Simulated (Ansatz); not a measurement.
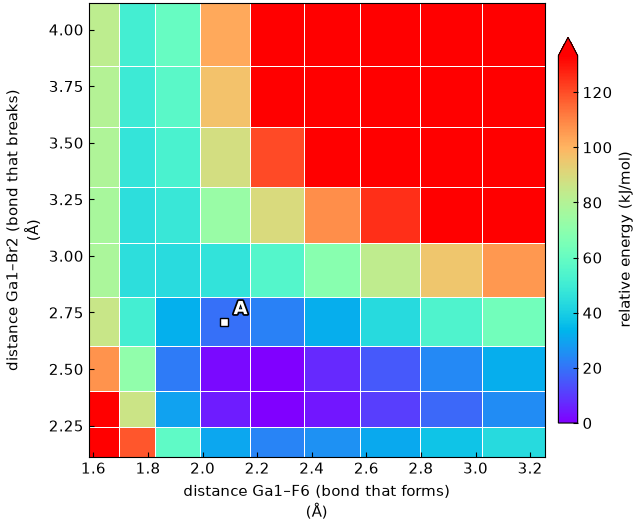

The reacting system BrFGaH₃ (fragments BrGaH₂ + FH where the first distance is long, FGaH₂ + BrH where the second is long). 
- First axis: distance Ga1–F6 (bond that forms). Second axis: distance Ga1–Br2 (bond that breaks).
- Relaxed at each point: all other coordinates.
- Grid: 9 × 9 points.
- Points are written as (first, second).
- Energies are in kJ/mol, from the lowest grid point.
- Energies and slopes of some neighbouring points disagree (a jump in structure or state, or too coarse a mesh). The reference is spin-restricted, so regions where a bond is pulled apart into radicals lie too high.
- Method: RKS B3LYP-D4/def2-SVP in Ansatz 0.2.0.

In the figure: one coloured cell a grid point, one colour for all values above the top of the scale, the point A.

Is A at rest? If not, where is it pushed?

A, at (2.078 Å, 2.706 Å), is not a stationary point. The computed force is 18 kJ/mol for each Å towards larger values of the first coordinate and 110 kJ/mol for each Å towards smaller values of the second coordinate.
